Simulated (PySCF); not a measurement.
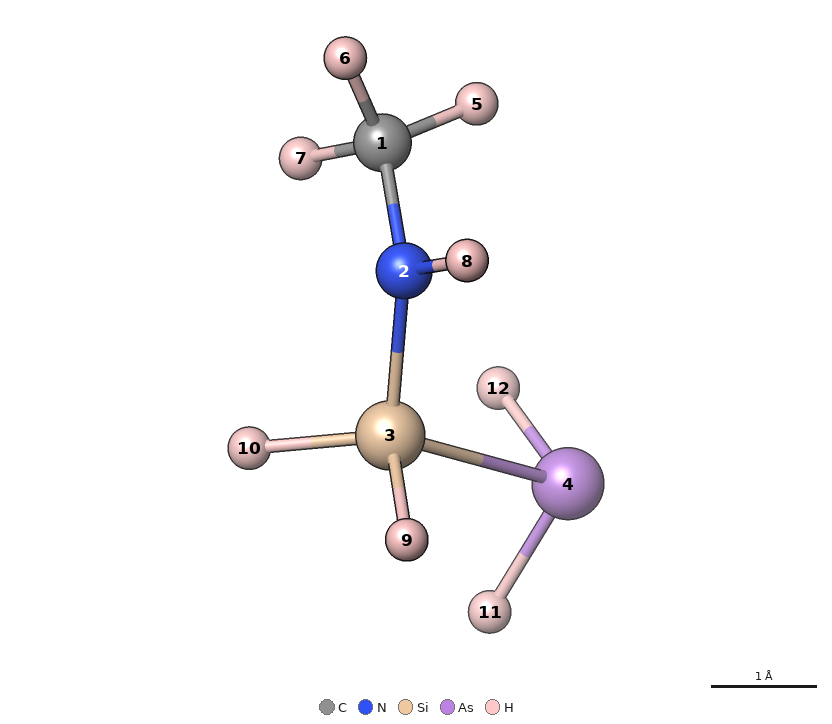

Orthographic view. Distant atoms are faded towards the background colour. The geometry was computed by an optimisation with PBE0-D3(BJ)/def2-SVP. No frequency run is at hand to confirm it as a minimum.

Write a MOL file (V2000) with the atoms in numerical order, bonds sorted by atom number with the orders drawn, and coordinates in the frame of the picture: x right, y up, z towards the viewer, origin at the mean position.

```
CH8AsNSi
                    3D

 12 11  0  0  0  0  0  0  0  0999 V2000
   -0.3100    1.7400    0.3400 C   0  0  0  0  0  0  0  0  0  0  0  0
   -0.1000    0.5200    1.0800 N   0  0  0  0  0  0  0  0  0  0  0  0
   -0.2300   -1.0500    0.3700 Si  0  0  0  0  0  4  0  0  0  0  0  0
    1.4600   -1.5200   -1.2500 As  0  0  0  0  0  3  0  0  0  0  0  0
    0.5900    2.1100   -0.1800 H   0  0  0  0  0  0  0  0  0  0  0  0
   -0.6600    2.5500    1.0000 H   0  0  0  0  0  0  0  0  0  0  0  0
   -1.0900    1.5900   -0.4200 H   0  0  0  0  0  0  0  0  0  0  0  0
    0.5000    0.6200    1.8900 H   0  0  0  0  0  0  0  0  0  0  0  0
   -0.0800   -2.0500    1.4700 H   0  0  0  0  0  0  0  0  0  0  0  0
   -1.5800   -1.1800   -0.2700 H   0  0  0  0  0  0  0  0  0  0  0  0
    0.7100   -2.7400   -1.7700 H   0  0  0  0  0  0  0  0  0  0  0  0
    0.8000   -0.6000   -2.2700 H   0  0  0  0  0  0  0  0  0  0  0  0
  1  2  1  0
  1  5  1  0
  1  6  1  0
  1  7  1  0
  2  3  1  0
  2  8  1  0
  3  4  1  0
  3  9  1  0
  3 10  1  0
  4 11  1  0
  4 12  1  0
M  END
```
